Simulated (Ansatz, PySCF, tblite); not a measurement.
Bond stretch in Y(F)3, SMILES [F][Y]([F])[F]. The Y1–F4 bond (Y1 also carries F, F; F4 carries nothing else) is varied alone, starting from the PBE0/def2-TZVP, def2 effective core potentials past Kr optimised geometry.

```
4

Y      0.0000     0.0000     0.0000
F     -0.0411    -1.7278    -1.0003
F      0.0000     1.7295    -0.9971
F      0.0000     0.0000     1.9967
```

- GFN2-xTB, 300 K electronic temperature (tblite)
- RKS-CAM-B3LYP = restricted CAM-B3LYP/def2-TZVP, def2 effective core potentials past Kr in Ansatz (a program for electronic structure)
- RKS-B3LYP/LANL2DZ = PySCF with restricted B3LYP/LANL2DZ, with its core potentials past Ne
- UKS-PBE0 = unrestricted PBE0/def2-TZVP, def2 effective core potentials past Kr run with Ansatz
- UKS-B3LYP/LANL2DZ = unrestricted B3LYP/LANL2DZ, with its core potentials past Ne in PySCF

Energies are in mEh, each relative to the lowest point of its own curve near equilibrium.

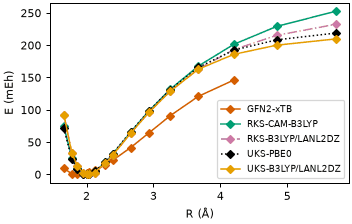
Figure. Energy against bond length for each method.

| R / Å | GFN2-xTB | RKS-CAM-B3LYP | RKS-B3LYP/LANL2DZ | UKS-PBE0 | UKS-B3LYP/LANL2DZ |
|---|---|---|---|---|---|
| 1.66 | 9.3 | 74.6 | 92.4 | 71.2 | 92.4 |
| 1.78 | 0.9 | 25.9 | 33.7 | 24.0 | 33.7 |
| 1.86 | 0.0 | 9.4 | 13.3 | 8.4 | 13.3 |
| 1.95 | 1.2 | 1.2 | 2.3 | 0.8 | 2.3 |
| 2.00 | 2.5 | 0.0 | 0.1 | 0.0 | 0.1 |
| 2.04 | 3.8 | 0.4 | 0.0 | 0.6 | 0.0 |
| 2.12 | 6.9 | 4.0 | 2.9 | 4.6 | 2.9 |
| 2.28 | 15.0 | 18.4 | 16.9 | 19.3 | 16.9 |
| 2.39 | 21.8 | 31.2 | 29.7 | 32.2 | 29.7 |
| 2.66 | 41.5 | 65.4 | 63.7 | 66.1 | 63.7 |
| 2.93 | 64.1 | 98.0 | 95.8 | 98.2 | 95.8 |
| 3.25 | 90.8 | 131.7 | 128.7 | 131.1 | 128.7 |
| 3.67 | 120.8 | 167.6 | 163.0 | 165.7 | 162.8 |
| 4.20 | 146.0 | 201.3 | 193.0 | 192.3 | 185.8 |
| 4.84 | — | 228.9 | 215.2 | 208.2 | 200.0 |
| 5.72 | — | 252.4 | 232.3 | 218.7 | 209.6 |

At the longest distance, 5.72 Å, RKS-CAM-B3LYP lies highest above its minimum (252.4 mEh) and UKS-B3LYP/LANL2DZ lowest (209.6 mEh).

Dashes: no converged value, or the column stops at the first point that the program doubted or that broke a chosen test of continuity, which isn't proof of a fault.

The restricted form behind RKS-CAM-B3LYP, RKS-B3LYP/LANL2DZ keeps the bonding electrons paired and can't separate into open-shell fragments. The unrestricted determinant behind UKS-PBE0 is spin-contaminated at 4.20 to 5.72 Å (<S²> up to 0.6, against 0.00 for a pure singlet). The unrestricted determinant behind UKS-B3LYP/LANL2DZ is spin-contaminated at 3.67 to 5.72 Å (<S²> up to 0.7, against 0.00 for a pure singlet).
